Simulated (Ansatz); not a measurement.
A relaxed structure of MgSe. Space group Fm-3m (No. 225), rock salt type. Computed with r2SCAN (plane waves to 500 eV, PAW, scalar-relativistic; Ansatz, an electronic-structure program).

```cif
data_Mg4Se4
_chemical_formula_sum 'Se4 Mg4'
_space_group_name_H-M_alt 'Fm-3m'
_space_group_IT_number 225
_space_group_name_Hall '-F 4 2 3'
_cell_length_a 5.47223
_cell_length_b 5.47223
_cell_length_c 5.47223
_cell_angle_alpha 90.000
_cell_angle_beta 90.000
_cell_angle_gamma 90.000
loop_
_atom_site_label
_atom_site_type_symbol
_atom_site_symmetry_multiplicity
_atom_site_Wyckoff_symbol
_atom_site_fract_x
_atom_site_fract_y
_atom_site_fract_z
_atom_site_occupancy
Se1 Se 4 a 0.00000 0.00000 0.00000 1
Mg1 Mg 4 b 0.50000 0.50000 0.50000 1
```
(The calculation used a cell of 2 atoms; values per cell refer to that cell.)

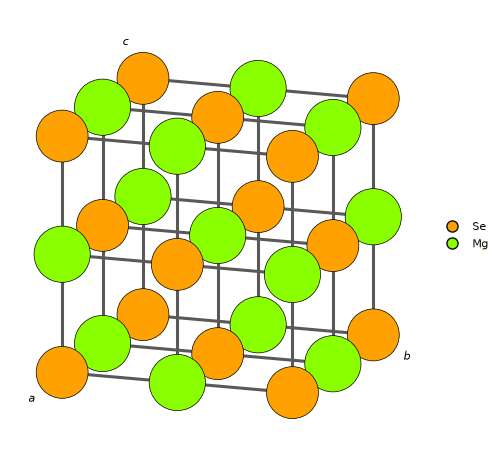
Figure. The conventional cell of the relaxed structure

- Volume per atom: 20.48 Å³
- Density: 4.19 g/cm³
- Band gap: 2.48 eV, indirect (valence top at Γ, conduction bottom at X) (no spin-orbit coupling)
- Smallest direct gap: 3.44 eV at Γ
- Shortest distances: Mg–Se 2.74 Å
- k-mesh: 10×10×10

Band energies at high-symmetry points (eV from the VBM; labels of this space group; no spin-orbit coupling), from −5 eV up to 4.3 eV:

```csv
point,energies
Γ,0.00 0.00 0.00 3.44
X,-4.25 -1.79 -1.79 2.48
U,-3.76 -3.28 -1.44 3.69
K,-3.76 -3.28 -1.44 3.69
L,-4.91 -0.60 -0.60
W,-3.30 -3.30 -2.47
```

No spin polarisation in the result.

Measured for MgSe: a 5.46 Å (room temperature; as listed in M J Lucero, T M Henderson, G E Scuseria, Journal of Physics Condensed Matter (2012)). Computed minus measured — a: r2SCAN +0.2 %. The computed values are for a static lattice.

The run could not lose the symmetry of its start; a randomly shaken copy of 2 atoms returns to this structure.

All atoms sit on sites fixed by symmetry, so only the cell could relax.
